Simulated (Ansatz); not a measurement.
Input file:

```
crystal:
  periodic: [false, false, false]
  atoms:
    - {symbol: F, position_ang: [-0.264704, -0.162219, -2.156411]}
    - {symbol: H, position_ang: [0.310569, -0.783496, -2.519878]}
    - {symbol: Si, position_ang: [-0.028038, 0.178822, 0.791290]}
    - {symbol: Cl, position_ang: [0.191455, 0.370838, 2.832939]}
    - {symbol: H, position_ang: [0.142728, 1.518706, 0.191561]}
    - {symbol: H, position_ang: [-1.376576, -0.369009, 0.533947]}
    - {symbol: H, position_ang: [1.024666, -0.753641, 0.326453]}
basis:
  gaussian: {orbitals: "def2-TZVPPD.json"}
hamiltonian: {xc: pbe0, dispersion: d4}
output: {orbitals: {seedname: orbitals}}
```

Run with:

```sh
ansatz run in.yaml --threads 2 --pin off --events-out ev --progress --plain --max-ram 5222MiB
```

Geometry: PBE0-D4/def2-TZVP.

Method: RKS PBE0-D4/def2-TZVPPD (Ansatz 0.2.0).

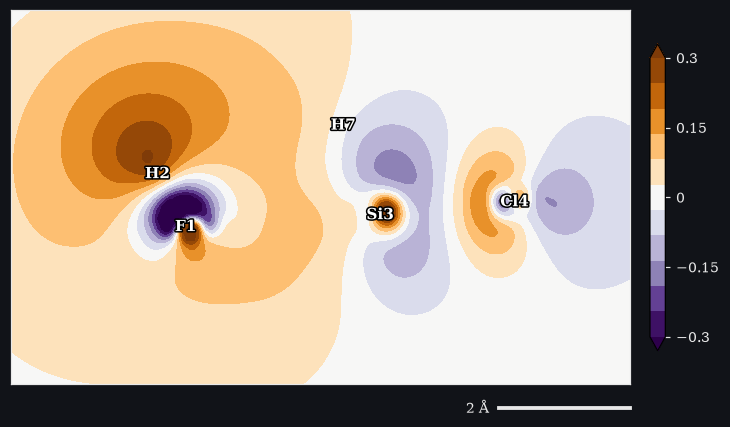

HF···ClH3Si. One frontier orbital on the plane of atoms Cl4, Si3 and H7 (values in Å⁻³ᐟ²; the overall sign is arbitrary).

> Which orbital is it: HOMO or LUMO?

The LUMO, at −0.49 eV. By Hirshfeld shares it lies mainly on H2 (about 55 %), Si3 (about 15 %), F1 (about 15 %) and H7 (about 5 %).
